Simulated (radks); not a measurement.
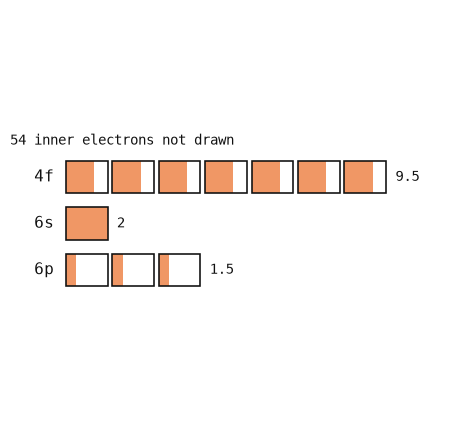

The outer shells as the input fills them: a box for each of the 2l + 1 orbitals, shaded by the share of the shell that is filled, with the electron count at the right.

Ho: atomic calculation

Atomic holmium (Ho) in the configuration [Xe] 4f9.5 6s2 6p1.5. Computed at this level: scalar-relativistic Kohn-Sham, r2SCAN, spin-unpolarised, spherical densities, finite nucleus (the in-house radial solver radks).

**The program's output**
```
1s      1   2.0000       -2042.67090827
2s      1   2.0000        -343.02421941
2p      1   6.0000        -303.83969908
3s      1   2.0000         -77.44216737
3p      1   6.0000         -65.40751762
3d      1  10.0000         -50.12714895
4s      1   2.0000         -15.96337907
4p      1   6.0000         -11.97563110
4d      1  10.0000          -6.56392924
4f      1   9.5000          -0.66167110
5s      1   2.0000          -2.32202695
5p      1   6.0000          -1.34511304
6s      1   2.0000          -0.24448146
6p      1   1.5000          -0.09879569
Etot -12615.97549218425
Ekin 13642.660049285929
Encl -30879.507772109457
Eh 4890.749470123321
Exc -269.87723948404266
err 4.227401808279742e-06
it 12
```

**Orbitals**

```csv
orbital,occupation,energy (eV),⟨r⟩ (bohr),outer maximum (bohr)
1s,2,−55583.9,0.02074,0.0131
2s,2,−9334.2,0.08808,0.0746
2p,6,−8267.9,0.07808,0.0606
3s,2,−2107.3,0.2295,0.211
3p,6,−1779.8,0.2287,0.208
3d,10,−1364.0,0.2079,0.170
4s,2,−434.386,0.5182,0.484
4p,6,−325.874,0.5487,0.505
4d,10,−178.614,0.5935,0.522
5s,2,−63.186,1.245,1.12
5p,6,−36.602,1.442,1.26
4f,9.5,−18.005,0.7681,0.518
6s,2,−6.653,3.535,3.05
6p,1.5,−2.688,4.549,3.86
```

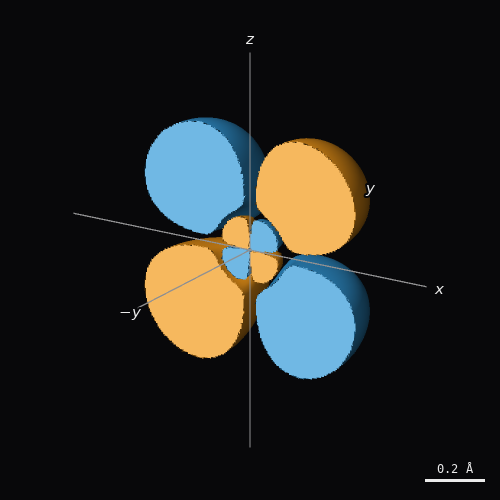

One occupied orbital is shown. The surface of constant |ψ| that holds about 85 % of the electron is drawn, orange where ψ is positive and blue where it is negative, with the half in front of the xz plane cut away and the cut face painted. The radial function comes from the spherical calculation and is multiplied by a real spherical harmonic; the overall sign is chosen so that the largest lobe of P(r) is positive; at the scalar-relativistic level it is the large component. It is 4d(xz). It has the nodal planes xy and yz and 1 radial node, at r = 0.251 bohr. The outermost maximum of P² lies at 0.522 bohr, ⟨r⟩ = 0.594 bohr, 90 % of the charge lies within 0.891 bohr, and the eigenvalue is −178.6 eV, with 10 electrons in the shell.

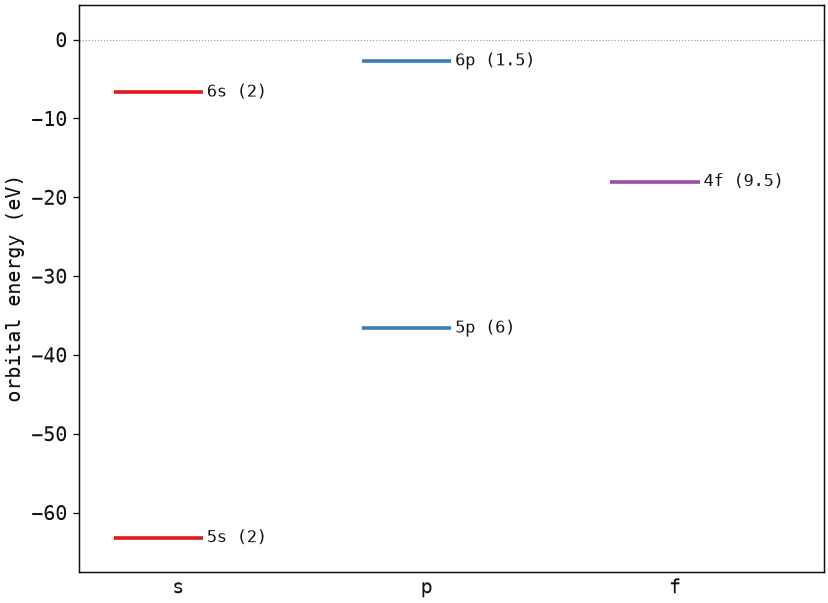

The outer levels are drawn by angular momentum (occupations in brackets). The highest occupied level is 6p at −2.69 eV. The highest 3 occupied levels, from the top down, are 6p (−2.69 eV), 6s (−6.65 eV), 4f (−18.0 eV). The open 4f shell lies under a filled one.

**The input**
```
Z 67
configuration [Xe] 4f9.5 6s2 6p1.5
relativity scalar-relativistic
functional r2scan,r2scan
spin unpolarised
nucleus finite rms 5.2022 fm
c 137.035999084
```

Energies in input and log are in hartree, lengths in bohr (the nuclear radius in fm).

**Results in brief**

```
                       quantity                      value
                        outcome                  converged
                   total energy        −12615.9755 hartree
                 kinetic energy         13642.6600 hartree
        electron–nucleus energy        −30879.5078 hartree
                 Hartree energy          4890.7495 hartree
    exchange–correlation energy        −269.877239 hartree
radius at density 0.001 e/bohr³                  5.55 bohr
                 SCF iterations                         12
                       hardware  1 CPU thread, shared host
```
